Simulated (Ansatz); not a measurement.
**Geometry relaxation, with input and output: TaNH₃ClOF₂ (part 2 of 2)**

TaNH₃ClOF₂; RHF/def2-SVP (Ansatz 0.2.0). It belongs to a series of runs on one base structure; here: start relaxed.

Geometry of the input (Å):
```
Ta 0.0000  0.0000  0.0000
O  2.0200  0.0000  0.0000
H  2.3571  -0.5308  0.7903
F  0.0000  0.0000  1.9300
N  0.0000  0.0000  -2.1600
H  -0.6116  -0.6845  -2.6900
H  0.6116  0.6845  -2.6900
Cl -1.2350  2.1390  0.0000
F  -0.9650  -1.6714  0.0000
```

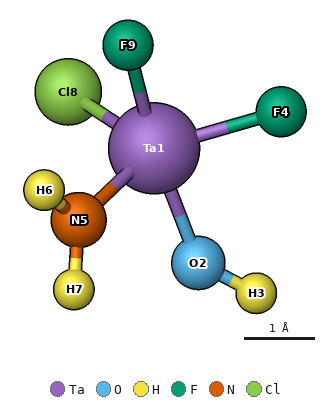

**Figure 1.** The geometry at step 11 of the log (ball-and-stick view, seen at a tilt; atoms are numbered from 1 in the order of the input).

## Trajectory as extended XYZ, continued
```
9
Properties=species:S:1:pos:R:3:forces:R:3 step=4 energy=-23012.22729
Ta   -0.0032   -0.0299   -0.0931    0.1391   0.1841   0.1850
O     1.8811   -0.0370   -0.0040    0.5068  -0.0201   1.3850
H     2.3642   -0.0828    0.8441   -0.6524   0.1209  -1.3513
F    -0.0146   -0.2251    1.8233    0.0013  -0.1202  -0.1874
N    -0.0010   -0.0954   -2.0731   -0.0795   0.2050  -0.0019
H    -0.6334   -0.6157   -2.6578    0.0661  -0.0521   0.0364
H     0.5919    0.4806   -2.6529   -0.0295  -0.1456   0.0501
Cl   -0.9456    2.1117    0.1394    0.1211  -0.2102  -0.0952
F    -1.0623   -1.5697   -0.1457   -0.0731   0.0381  -0.0208
9
Properties=species:S:1:pos:R:3:forces:R:3 step=5 energy=-23012.26414
Ta    0.0072   -0.0348   -0.0815   -0.4695   0.2803  -0.0896
O     1.8940    0.0370    0.0082   -1.0915  -0.0003  -1.3064
H     2.3861    0.0371    0.7905    0.9795  -0.0075   1.2827
F     0.0126   -0.3603    1.8067    0.0723  -0.1628  -0.0241
N     0.0054   -0.0997   -2.0628    0.1562  -0.0923  -0.0826
H    -0.6305   -0.6298   -2.6376    0.0280   0.0428   0.1297
H     0.6714    0.3677   -2.6602   -0.0347  -0.0653   0.1231
Cl   -0.9459    2.0766    0.1998    0.1301  -0.1022  -0.0403
F    -1.2233   -1.4571   -0.1828    0.2297   0.1073   0.0075
9
Properties=species:S:1:pos:R:3:forces:R:3 step=6 energy=-23012.30093
Ta   -0.0424   -0.0012   -0.0638   -0.1054   0.0301  -0.0180
O     1.8398    0.0886   -0.0210   -0.2883   0.0748  -0.2188
H     2.3821    0.0879    0.7505    0.2555  -0.0344   0.2258
F     0.0402   -0.4874    1.7999   -0.0221   0.0895  -0.3590
N    -0.0140   -0.0787   -2.0416    0.4184  -0.2065  -0.2930
H    -0.6047   -0.6597   -2.6148   -0.0710   0.0568   0.1734
H     0.7271    0.2865   -2.6286   -0.2092   0.0151   0.3059
Cl   -0.9091    2.1477    0.2155    0.0195  -0.2084   0.1043
F    -1.2420   -1.4469   -0.2160    0.0027   0.1830   0.0795
9
Properties=species:S:1:pos:R:3:forces:R:3 step=7 energy=-23012.32670
Ta   -0.0479    0.0061   -0.0670   -0.1072  -0.1029   0.0898
O     1.8337    0.1091   -0.0358   -0.0842   0.0897   0.0401
H     2.3954    0.0929    0.7255    0.1206  -0.0239   0.0475
F     0.0432   -0.5007    1.7877    0.0418   0.0485  -0.3023
N     0.0155   -0.1086   -2.0388    0.2099  -0.0083  -0.3329
H    -0.5902   -0.6692   -2.6155   -0.0516   0.0268   0.1418
H     0.7464    0.2789   -2.6230   -0.1519  -0.0814   0.2945
Cl   -0.9308    2.1345    0.2547    0.0048  -0.1020   0.0061
F    -1.2882   -1.4061   -0.2077    0.0179   0.1535   0.0154
9
Properties=species:S:1:pos:R:3:forces:R:3 step=8 energy=-23012.38832
Ta   -0.0688    0.0241   -0.0647   -0.0036   0.0257   0.0981
O     1.8120    0.2591   -0.0504   -0.2236  -0.0323   0.1597
H     2.4284    0.1272    0.6562    0.0656   0.0224  -0.0603
F     0.1133   -0.6389    1.7223    0.0788  -0.0565  -0.2240
N     0.0558   -0.1627   -2.0223    0.2130   0.0810  -0.1815
H    -0.5974   -0.6501   -2.6114   -0.0070  -0.0061   0.0826
H     0.8613    0.1314   -2.5567   -0.1637  -0.1016   0.1494
Cl   -0.9913    2.1186    0.3236   -0.0088  -0.1003  -0.0723
F    -1.4362   -1.2719   -0.2164    0.0492   0.1675   0.0481
9
Properties=species:S:1:pos:R:3:forces:R:3 step=9 energy=-23012.43992
Ta   -0.0862    0.0510   -0.0599    0.0756  -0.4393   0.2443
O     1.7886    0.3757   -0.0470    0.1248  -0.1728   0.6638
H     2.4558    0.1525    0.6042   -0.4340   0.2081  -0.5546
F     0.2001   -0.7933    1.6432   -0.0527   0.1218  -0.5777
N     0.0922   -0.1982   -2.0055    0.1922   0.0283   0.0127
H    -0.5883   -0.6535   -2.5924    0.1036   0.0585   0.0756
H     0.9442    0.0218   -2.5059   -0.3375  -0.1381   0.1452
Cl   -1.0587    2.1108    0.3510    0.0112   0.0016  -0.0518
F    -1.5706   -1.1298   -0.2075    0.3167   0.3319   0.0425
9
Properties=species:S:1:pos:R:3:forces:R:3 step=10 energy=-23012.47841
Ta   -0.0908    0.0612   -0.0513    0.3559  -0.0922  -0.2509
O     1.7684    0.4711   -0.0267    0.6283  -0.3714   1.0165
H     2.4721    0.2048    0.5823   -0.8164   0.4101  -0.8853
F     0.2564   -0.9389    1.5289   -0.0462  -0.0137  -0.2010
N     0.1171   -0.2305   -1.9859   -0.7926  -0.0798   1.1482
H    -0.5832   -0.6509   -2.5575   -0.2328  -0.1685  -0.2462
H     0.9662   -0.0840   -2.4563    0.9939   0.1726  -0.6426
Cl   -1.0849    2.1066    0.3598   -0.0230   0.1450   0.0294
F    -1.6443   -1.0026   -0.2132   -0.0672  -0.0021   0.0319
9
Properties=species:S:1:pos:R:3:forces:R:3 step=11 energy=-23012.56452
Ta   -0.0886    0.0591   -0.0473    0.4939  -0.1760   0.0667
O     1.7540    0.5354    0.0412    0.3353  -0.2803   0.7233
H     2.5426    0.3335    0.5539   -0.7901   0.2677  -0.6499
F     0.2434   -1.1033    1.4159   -0.0681   0.0828  -0.2321
N     0.1340   -0.2858   -1.9555   -0.1905  -0.0789   0.2473
H    -0.5822   -0.7068   -2.5138   -0.1509  -0.0799  -0.0952
H     0.9753   -0.1398   -2.4688    0.3443   0.0816  -0.1529
Cl   -1.0703    2.1133    0.3901    0.0070   0.1632   0.0360
F    -1.7310   -0.8688   -0.2353    0.0190   0.0198   0.0568
9
Properties=species:S:1:pos:R:3:forces:R:3 step=12 energy=-23012.59601
Ta   -0.0888    0.0348   -0.0427    0.1344   0.2282   0.2112
O     1.7099    0.6128    0.1311    1.0327  -0.6391   0.6220
H     2.5943    0.4713    0.5056   -1.4239   0.3358  -0.6619
F     0.2060   -1.2553    1.3008    0.0694   0.0202  -0.0761
N     0.1491   -0.3482   -1.9328    0.2541  -0.0758  -0.4847
H    -0.5813   -0.7617   -2.4908    0.0803   0.0420   0.1048
H     0.9855   -0.1810   -2.4753   -0.2551  -0.0305   0.2511
Cl   -0.9951    2.1377    0.4247   -0.0789  -0.0231  -0.0048
F    -1.8026   -0.7735   -0.2404    0.1870   0.1424   0.0384
9
Properties=species:S:1:pos:R:3:forces:R:3 step=13 energy=-23012.61822
Ta   -0.1127    0.0387   -0.0162    0.0577  -0.5268  -0.1788
O     1.6836    0.5099    0.1661    0.2589   0.3063   0.0683
H     2.6048    0.5913    0.3459   -0.1030   0.0125  -0.0228
F     0.1428   -1.3407    1.2399   -0.1554   0.0769   0.0092
N     0.1779   -0.3850   -1.9004   -0.0665   0.1392   0.0216
H    -0.4654   -0.9198   -2.4582   -0.0526   0.1649   0.0028
H     0.9736   -0.0652   -2.4243    0.0104  -0.2099   0.0417
Cl   -0.9646    2.1639    0.4769    0.0140   0.0754   0.0330
F    -1.8627   -0.6564   -0.2494    0.0364  -0.0385   0.0251
9
Properties=species:S:1:pos:R:3:forces:R:3 step=14 energy=-23012.66481
Ta   -0.0959    0.0150   -0.0173   -0.0434  -0.0291   0.1644
O     1.6945    0.5290    0.1703    0.0576  -0.0142  -0.0022
H     2.6139    0.6755    0.3136   -0.1106   0.0169   0.0022
F     0.1038   -1.3432    1.2696    0.0583   0.0595  -0.0502
N     0.1836   -0.3803   -1.9059   -0.0705  -0.0176  -0.0175
H    -0.5431   -0.7815   -2.4740    0.0676   0.0364  -0.0038
H     1.0380   -0.2331   -2.4103   -0.0166  -0.0253  -0.0121
Cl   -0.9740    2.1286    0.5201    0.0543  -0.0700  -0.0366
F    -1.8437   -0.6732   -0.2856    0.0032   0.0434  -0.0442
9
Properties=species:S:1:pos:R:3:forces:R:3 step=15 energy=-23012.66722
Ta   -0.0935    0.0109   -0.0157   -0.0151  -0.0757   0.0181
O     1.6981    0.5218    0.1663   -0.0813  -0.0040   0.0185
H     2.6057    0.6987    0.3336    0.0419   0.0248   0.0028
F     0.1107   -1.3531    1.2622    0.0456   0.0304  -0.0019
N     0.1767   -0.3818   -1.9057   -0.0027  -0.0106  -0.0351
H    -0.5487   -0.7751   -2.4797    0.0141   0.0173   0.0093
H     1.0334   -0.2437   -2.4087   -0.0010  -0.0089   0.0015
Cl   -0.9610    2.1275    0.5110    0.0255  -0.0117   0.0000
F    -1.8443   -0.6683   -0.2829   -0.0270   0.0386  -0.0131
9
Properties=species:S:1:pos:R:3:forces:R:3 step=16 energy=-23012.66812
Ta   -0.0932   -0.0063   -0.0183    0.0208   0.0373   0.0065
O     1.6925    0.5180    0.1713    0.3038   0.0681   0.0473
H     2.5921    0.7468    0.3495   -0.2967  -0.0629  -0.0665
F     0.1278   -1.3685    1.2568   -0.0508  -0.0381  -0.0128
N     0.1745   -0.3942   -1.9096    0.0439  -0.0258  -0.0653
H    -0.5574   -0.7612   -2.4926    0.0098   0.0030   0.0211
H     1.0371   -0.2736   -2.4088   -0.0325  -0.0016   0.0243
Cl   -0.9348    2.1172    0.5161   -0.0190   0.0393   0.0168
F    -1.8615   -0.6415   -0.2841    0.0207  -0.0195   0.0287
9
Properties=species:S:1:pos:R:3:forces:R:3 step=17 energy=-23012.66961
Ta   -0.0932   -0.0023   -0.0173   -0.0010  -0.0265  -0.0186
O     1.6929    0.5212    0.1689    0.0791  -0.0015   0.0323
H     2.5901    0.7466    0.3430   -0.0664  -0.0040  -0.0212
F     0.1184   -1.3741    1.2496    0.0025   0.0059  -0.0073
N     0.1772   -0.3946   -1.9081    0.0078  -0.0059  -0.0093
H    -0.5535   -0.7654   -2.4896   -0.0034  -0.0048   0.0056
H     1.0393   -0.2730   -2.4066   -0.0078   0.0029   0.0085
Cl   -0.9346    2.1219    0.5200   -0.0168   0.0204   0.0100
F    -1.8596   -0.6436   -0.2795    0.0059   0.0136  -0.0001
9
Properties=species:S:1:pos:R:3:forces:R:3 step=18 energy=-23012.67013
Ta   -0.0925   -0.0052   -0.0161    0.0043   0.0064  -0.0087
O     1.6943    0.5160    0.1724   -0.0011  -0.0006   0.0066
H     2.5867    0.7665    0.3311   -0.0074   0.0026  -0.0025
F     0.1119   -1.3826    1.2444    0.0000  -0.0002  -0.0032
N     0.1798   -0.3989   -1.9064   -0.0043  -0.0026   0.0091
H    -0.5516   -0.7693   -2.4872    0.0010  -0.0002  -0.0005
H     1.0425   -0.2796   -2.4040   -0.0006  -0.0003  -0.0004
Cl   -0.9309    2.1209    0.5314    0.0065  -0.0066  -0.0003
F    -1.8630   -0.6309   -0.2853    0.0016   0.0015  -0.0002
```

## Key numbers

| quantity | value |
| --- | --- |
| outcome | converged |
| total energy | −23012.6701 eV |
| mean-field energy | −23012.6701 eV |
| largest force (length of the vector) at the end | 0.012 eV/Å |
| hardware | 2 threads of Arm Neoverse V1, 24 GiB of memory available, shared host |
| wall time | 55 s (CPU time 1.7 min) |
| peak memory | 0.28 GiB |
